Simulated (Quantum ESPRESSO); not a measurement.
# The states of the two spins in Fe3Ge

Where do the states of the two spins of Fe3Ge lie?

Method: PBEsol; plane waves with GBRV 1.5 PBEsol potentials, no spin-orbit coupling, in Quantum ESPRESSO 7.5.

## (1) The starting structure

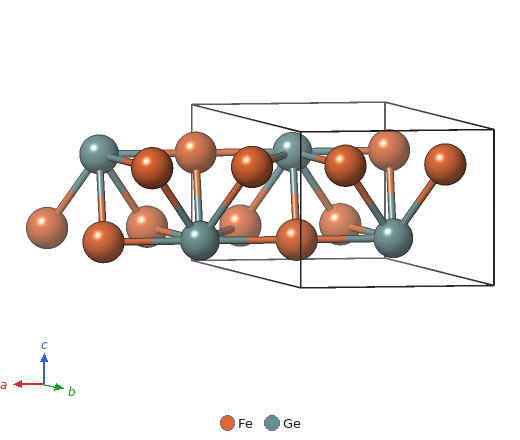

Start, viewed from a free direction; iron orange, germanium teal. 2×1×1 cells are drawn.

The cell comes from the Crystallography Open Database.

## (2) Ground-state run

This state came out lowest in a comparison of starts that is told elsewhere.

Input file pw.in:

```
&CONTROL
  calculation = 'scf'
  prefix = 'pwscf'
  outdir = './tmp'
  pseudo_dir = './pseudo'
  disk_io = 'low'
/
&SYSTEM
  ibrav = 0
  celldm(1) = 8
  nat = 8
  ntyp = 2
  ecutwfc = 40
  ecutrho = 280
  nbnd = 89
  occupations = 'smearing'
  smearing = 'fd'
  degauss = 0.00734986
  nspin = 2
  starting_magnetization(1) = 0.175
  starting_magnetization(2) = 0
/
&ELECTRONS
  conv_thr = 1.6d-08
  electron_maxstep = 150
  mixing_beta = 0.3
/
ATOMIC_SPECIES
Fe     55.8450 fe_pbesol_v1.5.uspp.F.UPF
Ge     72.6300 ge_pbesol_v1.4.uspp.F.UPF
CELL_PARAMETERS alat
   1.2209992922738    0.0000000000000    0.0000000000000
  -0.6104996461369    1.0574164051210    0.0000000000000
   0.0000000000000    0.0000000000000    0.9973029622713
ATOMIC_POSITIONS crystal
Fe      0.8390000000    0.6780000000    0.2500000000
Fe      0.1610000000    0.8390000000    0.7500000000
Fe      0.3220000000    0.1610000000    0.2500000000
Fe      0.1610000000    0.3220000000    0.7500000000
Fe      0.8390000000    0.1610000000    0.2500000000
Fe      0.6780000000    0.8390000000    0.7500000000
Ge      0.3333333333    0.6666666667    0.2500000000
Ge      0.6666666667    0.3333333333    0.7500000000
K_POINTS automatic
6 6 6 0 0 0
```

The run is started by

```sh
> OMP_NUM_THREADS=1 mpirun -n 4 pw.x -nk 4 -in pw.in > pw.out
```

The program printed:

```text
Program PWSCF v.7.5 starts

     Message from routine setup:
     using ibrav=0 with symmetry is DISCOURAGED, use correct ibrav instead

     K-points division:     npool     =       4
     Subspace diagonalization in iterative solution of the eigenvalue problem:

     bravais-lattice index     =            0
     lattice parameter (alat)  =       8.0000  a.u.
     unit-cell volume          =     659.2627 (a.u.)^3
     number of atoms/cell      =            8
     number of atomic types    =            2
     number of electrons       =       124.00
     number of Kohn-Sham states=           89
     kinetic-energy cutoff     =      40.0000  Ry
     charge density cutoff     =     280.0000  Ry
     scf convergence threshold =      1.6E-08
     mixing beta               =       0.3000
     number of iterations used =            8  plain     mixing
     Exchange-correlation= SLA  PW   PSX  PSC
                           (   1   4  10   8   0   0   0)

     celldm(1)=   8.000000  celldm(2)=   0.000000  celldm(3)=   0.000000
     celldm(4)=   0.000000  celldm(5)=   0.000000  celldm(6)=   0.000000

     crystal axes: (cart. coord. in units of alat)
               a(1) = (   1.220999   0.000000   0.000000 )
               a(2) = (  -0.610500   1.057416   0.000000 )
               a(3) = (   0.000000   0.000000   0.997303 )

     reciprocal axes: (cart. coord. in units 2 pi/alat)
               b(1) = (  0.819001  0.472851 -0.000000 )
               b(2) = (  0.000000  0.945701  0.000000 )
               b(3) = (  0.000000 -0.000000  1.002704 )

     PseudoPot. # 1 for Fe read from file:
     fe_pbesol_v1.5.uspp.F.UPF
     Pseudo is Ultrasoft + core correction, Zval = 16.0

     PseudoPot. # 2 for Ge read from file:
     ge_pbesol_v1.4.uspp.F.UPF
     Pseudo is Ultrasoft + core correction, Zval = 14.0

     atomic species   valence    mass     pseudopotential
     Fe               16.00    55.84500     Fe( 1.00)
     Ge               14.00    72.63000     Ge( 1.00)

     Starting magnetic structure
     atomic species   magnetization
     Fe              0.175
     Ge              0.000

     24 Sym. Ops., with inversion, found (12 have fractional translation)

   Cartesian axes

     site n.     atom                  positions (alat units)
         1        Fe     tau(   1) = (   0.6104996   0.7169283   0.2493257  )
         2        Fe     tau(   2) = (  -0.3156283   0.8871724   0.7479772  )
         3        Fe     tau(   3) = (   0.2948713   0.1702440   0.2493257  )
         4        Fe     tau(   4) = (   0.0000000   0.3404881   0.7479772  )
         5        Fe     tau(   5) = (   0.9261280   0.1702440   0.2493257  )
         6        Fe     tau(   6) = (   0.3156283   0.8871724   0.7479772  )
         7        Ge     tau(   7) = (  -0.0000000   0.7049443   0.2493257  )
         8        Ge     tau(   8) = (   0.6104996   0.3524721   0.7479772  )

     number of k points=    28  Fermi-Dirac smearing, width (Ry)=  0.0073
                       cart. coord. in units 2pi/alat
        k(    1) = (   0.0000000   0.0000000   0.0000000), wk =   0.0046296
        k(    2) = (   0.0000000   0.0000000   0.1671174), wk =   0.0092593
        k(    3) = (   0.0000000   0.0000000   0.3342348), wk =   0.0092593
        k(    4) = (   0.0000000   0.0000000  -0.5013522), wk =   0.0046296
        k(    5) = (   0.0000000   0.1576169   0.0000000), wk =   0.0277778
        [... 23 further k-points ...]

     Dense  grid:    51997 G-vectors     FFT dimensions: (  54,  54,  48)

     Smooth grid:    22545 G-vectors     FFT dimensions: (  40,  40,  36)

     Check: negative core charge=   -0.000048
     Generating pointlists ...
     new r_m :   0.2433 (alat units)  1.9462 (a.u.) for type    1
     new r_m :   0.2519 (alat units)  2.0150 (a.u.) for type    2

     Initial potential from superposition of free atoms

     starting charge     117.9984, renormalised to     124.0000
     Starting wfcs are   96 randomized atomic wfcs

     Self-consistent Calculation

     iteration #  1     ecut=    40.00 Ry     beta= 0.30
     Davidson diagonalization with overlap
     ethr =  1.00E-02,  avg # of iterations =  4.2

     total energy              =   -1926.69320047 Ry
     estimated scf accuracy    <       7.33949082 Ry

     total magnetization       =    12.55 Bohr mag/cell
     absolute magnetization    =    13.03 Bohr mag/cell

     iteration #  2     ecut=    40.00 Ry     beta= 0.30
     Davidson diagonalization with overlap
     ethr =  5.92E-03,  avg # of iterations =  2.0

     total energy              =   -1927.50993943 Ry
     estimated scf accuracy    <       0.71822855 Ry

     total magnetization       =    13.13 Bohr mag/cell
     absolute magnetization    =    13.82 Bohr mag/cell

     [... further iterations left out ...]

     iteration # 10     ecut=    40.00 Ry     beta= 0.30
     Davidson diagonalization with overlap
     ethr =  9.78E-10,  avg # of iterations =  2.0

     total energy              =   -1927.63163401 Ry
     estimated scf accuracy    <       0.00000006 Ry

     total magnetization       =    13.14 Bohr mag/cell
     absolute magnetization    =    14.10 Bohr mag/cell

     iteration # 11     ecut=    40.00 Ry     beta= 0.30
     Davidson diagonalization with overlap
     ethr =  4.71E-11,  avg # of iterations =  2.1

     Magnetic moment per site  (integrated on atomic sphere of radius R)
     atom   1 (R=0.243)  charge= 14.4797  magn=  2.2390
     atom   2 (R=0.243)  charge= 14.4797  magn=  2.2390
     atom   3 (R=0.243)  charge= 14.4797  magn=  2.2390
     atom   4 (R=0.243)  charge= 14.4797  magn=  2.2390
     atom   5 (R=0.243)  charge= 14.4797  magn=  2.2390
     atom   6 (R=0.243)  charge= 14.4797  magn=  2.2390
     atom   7 (R=0.252)  charge= 12.1884  magn= -0.1088
     atom   8 (R=0.252)  charge= 12.1884  magn= -0.1088

     End of self-consistent calculation

     [... lines left out ...]
     the Fermi energy is    17.3895 ev

!    total energy              =   -1927.63163427 Ry
     estimated scf accuracy    <       0.00000001 Ry
     smearing contrib. (-TS)   =      -0.01377867 Ry
     internal energy E=F+TS    =   -1927.61785559 Ry

     The total energy is F=E-TS. E is the sum of the following terms:
     one-electron contribution =    -904.29190885 Ry
     hartree contribution      =     540.62127149 Ry
     xc contribution           =    -289.21930911 Ry
     ewald contribution        =   -1274.72790912 Ry

     total magnetization       =    13.14 Bohr mag/cell
     absolute magnetization    =    14.10 Bohr mag/cell

     convergence has been achieved in  11 iterations

=------------------------------------------------------------------------------=
   JOB DONE.
=------------------------------------------------------------------------------=
```

It took 65 s on 4 MPI ranks of Intel Xeon Platinum 8488C (Sapphire Rapids), shared host; peak memory 0.68 GiB; 4.3 min of CPU time.

Spin moment in the atom's sphere by atom:

```csv
atom,spin moment in the atom's sphere (μB)
Fe1,2.24
Fe2,2.24
Fe3,2.24
Fe4,2.24
Fe5,2.24
Fe6,2.24
Ge7,-0.11
Ge8,-0.11
```

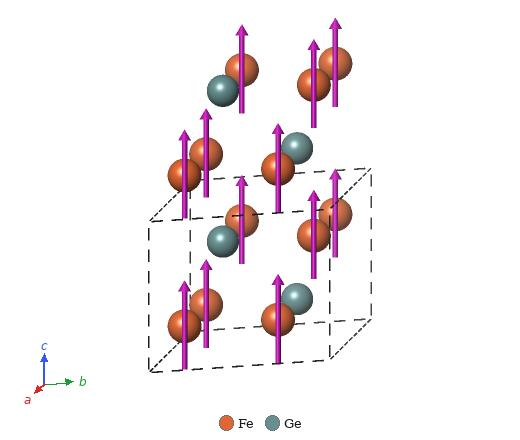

Spin moment in the atom's sphere as arrows, the longest 2.24 μB. Up and down stand for the sign. Arrows give size and sign along the axis of quantisation, drawn up and down the page. 1×1×2 cells are drawn.

Read from the output:

- smearing term TS: 0.1875 eV
- magnetization: 13.14 μB
- absolute magnetization: 14.10 μB
- final state: ferromagnetic

## (3) Post-processing

Input file projwfc.in:

```
&PROJWFC
  prefix = 'pwscf'
  outdir = './tmp'
  filpdos = 'pdos'
  ngauss = 0
  degauss = 0.01
  DeltaE = 0.05
  Emin = 8.39
  Emax = 22.39
/
```

The run is started by

```sh
> OMP_NUM_THREADS=1 mpirun -n 4 projwfc.x -nk 4 -in projwfc.in > projwfc.out
```

The program printed:

```text
[banner, memory and clock lines left out]
Program PROJWFC v.7.5 starts

     [... lines left out ...]
     IMPORTANT: XC functional enforced from input :
     Exchange-correlation= PBESOL
                           (   1   4  10   8   0   0   0)
     Any further DFT definition will be discarded
     Please, verify this is what you really want

     G-vector sticks info

     Check: negative core charge=   -0.000048

     Gaussian broadening (read from input): ngauss,degauss=   0    0.010000

     Calling projwave ....

  Problem Sizes
  natomwfc =           96
  nbnd     =           89
  nkstot   =           56
  npwx     =         2841
  nkb      =          144

     Atomic states used for projection
     (read from pseudopotential files):

     state #   1: atom   1 (Fe ), wfc  1 (l=0 m= 1)
     state #   2: atom   1 (Fe ), wfc  2 (l=1 m= 1)
     state #   3: atom   1 (Fe ), wfc  2 (l=1 m= 2)
     state #   4: atom   1 (Fe ), wfc  2 (l=1 m= 3)
     state #   5: atom   1 (Fe ), wfc  3 (l=2 m= 1)
     state #   6: atom   1 (Fe ), wfc  3 (l=2 m= 2)
     state #   7: atom   1 (Fe ), wfc  3 (l=2 m= 3)
     state #   8: atom   1 (Fe ), wfc  3 (l=2 m= 4)
     state #   9: atom   1 (Fe ), wfc  3 (l=2 m= 5)
     state #  10: atom   1 (Fe ), wfc  4 (l=0 m= 1)
     state #  11: atom   1 (Fe ), wfc  5 (l=1 m= 1)
     state #  12: atom   1 (Fe ), wfc  5 (l=1 m= 2)
     state #  13: atom   1 (Fe ), wfc  5 (l=1 m= 3)
     state #  14: atom   2 (Fe ), wfc  1 (l=0 m= 1)
     state #  15: atom   2 (Fe ), wfc  2 (l=1 m= 1)
     state #  16: atom   2 (Fe ), wfc  2 (l=1 m= 2)
     state #  17: atom   2 (Fe ), wfc  2 (l=1 m= 3)
     state #  18: atom   2 (Fe ), wfc  3 (l=2 m= 1)
     state #  19: atom   2 (Fe ), wfc  3 (l=2 m= 2)
     state #  20: atom   2 (Fe ), wfc  3 (l=2 m= 3)
     state #  21: atom   2 (Fe ), wfc  3 (l=2 m= 4)
     state #  22: atom   2 (Fe ), wfc  3 (l=2 m= 5)
     state #  23: atom   2 (Fe ), wfc  4 (l=0 m= 1)
     state #  24: atom   2 (Fe ), wfc  5 (l=1 m= 1)
[...]
state #  63: atom   5 (Fe ), wfc  5 (l=1 m= 1)
     state #  64: atom   5 (Fe ), wfc  5 (l=1 m= 2)
     state #  65: atom   5 (Fe ), wfc  5 (l=1 m= 3)
     state #  66: atom   6 (Fe ), wfc  1 (l=0 m= 1)
     state #  67: atom   6 (Fe ), wfc  2 (l=1 m= 1)
     state #  68: atom   6 (Fe ), wfc  2 (l=1 m= 2)
     state #  69: atom   6 (Fe ), wfc  2 (l=1 m= 3)
     state #  70: atom   6 (Fe ), wfc  3 (l=2 m= 1)
     state #  71: atom   6 (Fe ), wfc  3 (l=2 m= 2)
     state #  72: atom   6 (Fe ), wfc  3 (l=2 m= 3)
     state #  73: atom   6 (Fe ), wfc  3 (l=2 m= 4)
     state #  74: atom   6 (Fe ), wfc  3 (l=2 m= 5)
     state #  75: atom   6 (Fe ), wfc  4 (l=0 m= 1)
     state #  76: atom   6 (Fe ), wfc  5 (l=1 m= 1)
     state #  77: atom   6 (Fe ), wfc  5 (l=1 m= 2)
     state #  78: atom   6 (Fe ), wfc  5 (l=1 m= 3)
     state #  79: atom   7 (Ge ), wfc  1 (l=2 m= 1)
     state #  80: atom   7 (Ge ), wfc  1 (l=2 m= 2)
     state #  81: atom   7 (Ge ), wfc  1 (l=2 m= 3)
     state #  82: atom   7 (Ge ), wfc  1 (l=2 m= 4)
     state #  83: atom   7 (Ge ), wfc  1 (l=2 m= 5)
     state #  84: atom   7 (Ge ), wfc  2 (l=0 m= 1)
     state #  85: atom   7 (Ge ), wfc  3 (l=1 m= 1)
     state #  86: atom   7 (Ge ), wfc  3 (l=1 m= 2)
     state #  87: atom   7 (Ge ), wfc  3 (l=1 m= 3)
     state #  88: atom   8 (Ge ), wfc  1 (l=2 m= 1)
     state #  89: atom   8 (Ge ), wfc  1 (l=2 m= 2)
     state #  90: atom   8 (Ge ), wfc  1 (l=2 m= 3)
     state #  91: atom   8 (Ge ), wfc  1 (l=2 m= 4)
     state #  92: atom   8 (Ge ), wfc  1 (l=2 m= 5)
     state #  93: atom   8 (Ge ), wfc  2 (l=0 m= 1)
     state #  94: atom   8 (Ge ), wfc  3 (l=1 m= 1)
     state #  95: atom   8 (Ge ), wfc  3 (l=1 m= 2)
     state #  96: atom   8 (Ge ), wfc  3 (l=1 m= 3)

 [... projections of the bands left out ...]

Lowdin Charges:

     Atom #   1: total charge =  16.1171, s =  2.4084, p =  7.2458, d =  6.4629,
                 spin up      =   9.1986, s =  1.1986,
                 spin up      =   9.1986, p =  3.6059, pz=  1.2005, px=  1.2019, py=  1.2035,
                 spin up      =   9.1986, d =  4.3941, dz2=  0.8519, dxz=  0.8936, dyz=  0.9030, dx2-y2=  0.8815, dxy=  0.8641,
                 spin down    =   6.9185, s =  1.2098,
                 spin down    =   6.9185, p =  3.6399, pz=  1.2152, px=  1.2076, py=  1.2172,
                 spin down    =   6.9185, d =  2.0688, dz2=  0.4363, dxz=  0.5190, dyz=  0.2919, dx2-y2=  0.3194, dxy=  0.5022,
                 polarization =   2.2801, s = -0.0112, p = -0.0340, d =  2.3253,
     Atom #   2: total charge =  16.1171, s =  2.4084, p =  7.2458, d =  6.4629,
                 spin up      =   9.1986, s =  1.1986,
                 spin up      =   9.1986, p =  3.6059, pz=  1.2005, px=  1.2031, py=  1.2023,
                 spin up      =   9.1986, d =  4.3941, dz2=  0.8519, dxz=  0.9006, dyz=  0.8959, dx2-y2=  0.8685, dxy=  0.8772,
                 spin down    =   6.9185, s =  1.2098,
                 spin down    =   6.9185, p =  3.6399, pz=  1.2152, px=  1.2148, py=  1.2100,
                 spin down    =   6.9185, d =  2.0688, dz2=  0.4363, dxz=  0.3487, dyz=  0.4622, dx2-y2=  0.4565, dxy=  0.3651,
                 polarization =   2.2801, s = -0.0112, p = -0.0340, d =  2.3253,
     Atom #   3: total charge =  16.1171, s =  2.4084, p =  7.2458, d =  6.4629,
                 spin up      =   9.1986, s =  1.1986,
                 spin up      =   9.1986, p =  3.6059, pz=  1.2005, px=  1.2031, py=  1.2023,
                 spin up      =   9.1986, d =  4.3941, dz2=  0.8519, dxz=  0.9006, dyz=  0.8959, dx2-y2=  0.8685, dxy=  0.8772,
                 spin down    =   6.9185, s =  1.2098,
                 spin down    =   6.9185, p =  3.6399, pz=  1.2152, px=  1.2148, py=  1.2100,
                 spin down    =   6.9185, d =  2.0688, dz2=  0.4363, dxz=  0.3487, dyz=  0.4622, dx2-y2=  0.4565, dxy=  0.3651,
                 polarization =   2.2801, s = -0.0112, p = -0.0340, d =  2.3253,
     Atom #   4: total charge =  16.1171, s =  2.4084, p =  7.2458, d =  6.4629,
                 spin up      =   9.1986, s =  1.1986,
                 spin up      =   9.1986, p =  3.6059, pz=  1.2005, px=  1.2019, py=  1.2035,
                 spin up      =   9.1986, d =  4.3941, dz2=  0.8519, dxz=  0.8936, dyz=  0.9030, dx2-y2=  0.8815, dxy=  0.8641,
                 spin down    =   6.9185, s =  1.2098,
                 spin down    =   6.9185, p =  3.6399, pz=  1.2152, px=  1.2076, py=  1.2172,
                 spin down    =   6.9185, d =  2.0688, dz2=  0.4363, dxz=  0.5190, dyz=  0.2919, dx2-y2=  0.3194, dxy=  0.5022,
                 polarization =   2.2801, s = -0.0112, p = -0.0340, d =  2.3253,
     Atom #   5: total charge =  16.1171, s =  2.4084, p =  7.2458, d =  6.4629,
                 spin up      =   9.1986, s =  1.1986,
                 spin up      =   9.1986, p =  3.6059, pz=  1.2005, px=  1.2031, py=  1.2023,
                 spin up      =   9.1986, d =  4.3941, dz2=  0.8519, dxz=  0.9006, dyz=  0.8959, dx2-y2=  0.8685, dxy=  0.8772,
                 spin down    =   6.9185, s =  1.2098,
                 spin down    =   6.9185, p =  3.6399, pz=  1.2152, px=  1.2148, py=  1.2100,
                 spin down    =   6.9185, d =  2.0688, dz2=  0.4363, dxz=  0.3487, dyz=  0.4622, dx2-y2=  0.4565, dxy=  0.3651,
                 polarization =   2.2801, s = -0.0112, p = -0.0340, d =  2.3253,
     Atom #   6: total charge =  16.1171, s =  2.4084, p =  7.2458, d =  6.4629,
                 spin up      =   9.1986, s =  1.1986,
                 spin up      =   9.1986, p =  3.6059, pz=  1.2005, px=  1.2031, py=  1.2023,
                 spin up      =   9.1986, d =  4.3941, dz2=  0.8519, dxz=  0.9006, dyz=  0.8959, dx2-y2=  0.8685, dxy=  0.8772,
                 spin down    =   6.9185, s =  1.2098,
                 spin down    =   6.9185, p =  3.6399, pz=  1.2152, px=  1.2148, py=  1.2100,
                 spin down    =   6.9185, d =  2.0688, dz2=  0.4363, dxz=  0.3487, dyz=  0.4622, dx2-y2=  0.4565, dxy=  0.3651,
                 polarization =   2.2801, s = -0.0112, p = -0.0340, d =  2.3253,
     Atom #   7: total charge =  13.3749, s =  1.0314, p =  2.3498, d =  9.9937,
                 spin up      =   6.5683, s =  0.5048,
                 spin up      =   6.5683, p =  1.0664, pz=  0.3656, px=  0.3504, py=  0.3504,
                 spin up      =   6.5683, d =  4.9971, dz2=  0.9993, dxz=  0.9995, dyz=  0.9995, dx2-y2=  0.9994, dxy=  0.9994,
                 spin down    =   6.8066, s =  0.5266,
                 spin down    =   6.8066, p =  1.2834, pz=  0.4314, px=  0.4260, py=  0.4260,
                 spin down    =   6.8066, d =  4.9966, dz2=  0.9992, dxz=  0.9994, dyz=  0.9994, dx2-y2=  0.9993, dxy=  0.9993,
                 polarization =  -0.2382, s = -0.0217, p = -0.2171, d =  0.0006,
     Atom #   8: total charge =  13.3749, s =  1.0314, p =  2.3498, d =  9.9937,
                 spin up      =   6.5683, s =  0.5048,
                 spin up      =   6.5683, p =  1.0664, pz=  0.3656, px=  0.3504, py=  0.3504,
                 spin up      =   6.5683, d =  4.9971, dz2=  0.9993, dxz=  0.9995, dyz=  0.9995, dx2-y2=  0.9994, dxy=  0.9994,
                 spin down    =   6.8066, s =  0.5266,
```

Elapsed: 3.8 s, on 4 MPI ranks; peak memory 0.33 GiB.

The density of states has structure finer than the step of the table below, so its rows give means over 1 eV, whole bins alone (the curve runs from -9.00 to 5.05 eV). Peaks (eV: height): up -4.3: 6.24, -3.4: 9.2, -2.6: 10.4, -1.5: 13.6; down -2.9: 5.68, -1.7: 8.65, -0.7: 7.51, 1.1: 10.8; Fe1 d up -3.4: 1.33, -2.6: 1.54, -1.5: 2.15, -0.6: 0.956; Fe1 d down -1.7: 1.16, -0.7: 1.09, 1.1: 1.72, 1.6: 0.868; Ge7 p up -6.6: 0.271, -5.8: 0.342, -5.3: 0.265, -4.6: 0.424.

Gaussian broadening of 0.136 eV on the SCF mesh. Table of density of states by energy, zero at the Fermi level; means over each step; values in states/eV/cell:

```csv
energy (eV),up,down,Fe1 d up,Fe1 d down,Ge7 p up,Ge7 p down
-8,0.00389,1.5e-5,2.7e-5,0,6.8e-4,2.5e-6
-7,0.611,0.201,0.0121,0.00174,0.103,0.0350
-6,1.45,1.11,0.0604,0.0180,0.219,0.201
-5,2.58,1.28,0.221,0.0389,0.267,0.223
-4,4.89,1.73,0.596,0.0857,0.225,0.266
-3,7.64,3.58,1.12,0.309,0.0819,0.362
-2,8.13,4.50,1.27,0.589,0.0407,0.0422
-1,6.07,5.39,0.932,0.767,0.0341,0.0713
0,2.37,4.18,0.306,0.633,0.0993,0.0305
1,1.41,8.20,0.121,1.28,0.128,0.0193
2,1.01,4.06,0.0600,0.594,0.119,0.0782
3,1.08,1.64,0.0426,0.166,0.103,0.107
4,0.763,1.41,0.0251,0.0942,0.0954,0.0962
```

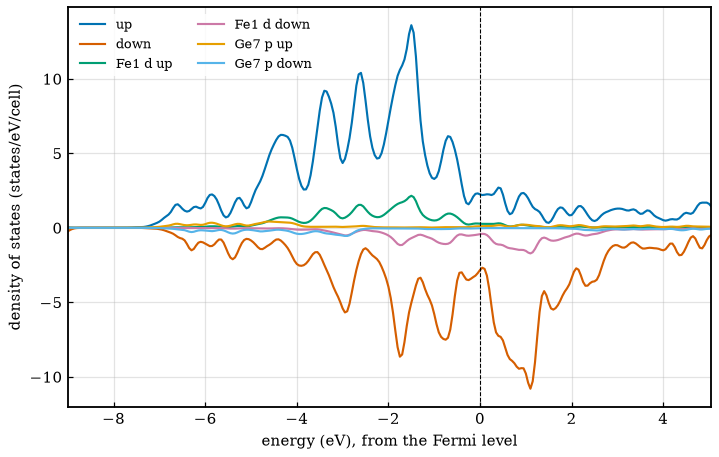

Density of states against energy. Down spins are drawn negative.

## (4) Summary of results

- state: ferromagnetic
- largest moment in a sphere: 2.24 μB

What this shows: The most distinct maxima of the density of states (up) lie at -4.35, -3.40, -2.60, -1.50 and -0.70 eV, the highest at -1.50 eV. These are Kohn–Sham states without spin–orbit coupling, on the mesh of the self-consistent run. Energies are free energies at an electronic temperature of 1160 K, which lowers moments and differences where the moments are itinerant.

[Logs and program files are shortened in this print: banners, set-up blocks, solver, clock and traceback lines can be left out without a mark of their own.]

[Logs are printed without paths, hosts, clocks, repeated set-up lines and the standing remarks that a program may print on its own settings, such as how far it seeks lower states.]

[Hosts, paths, dates, database ids (printed as entryN), source tags and the programs' standing remarks are cut or masked in the printed files.]

[Where a cell is said to come from a database of computed structures, the database is the Materials Project.]
